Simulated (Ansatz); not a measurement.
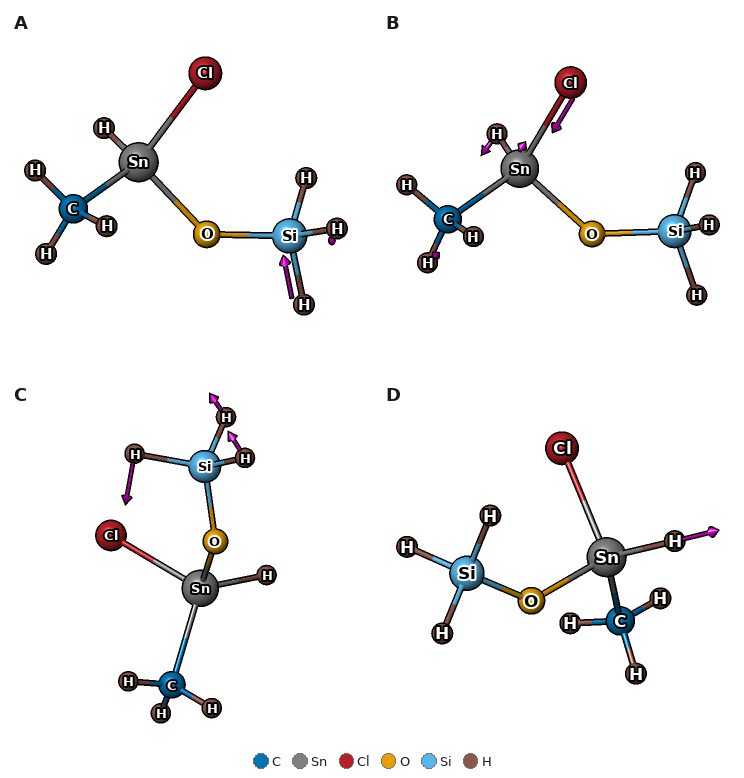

4 normal modes of one molecule or complex, as arrows. Harmonic vibrations computed with RKS PBE0-D4/def2-TZVP, core potentials on Sn (Ansatz 0.2.0) at a stationary point of the same level.

Match the panels to the wavenumbers 367 cm⁻¹, 723 cm⁻¹, 1966 cm⁻¹, 2223 cm⁻¹.

Answer. A: 2223 cm⁻¹, Si–H stretching
B: 367 cm⁻¹, Sn–Cl stretching
C: 723 cm⁻¹, H–Si–O bending
D: 1966 cm⁻¹, Sn–H stretching
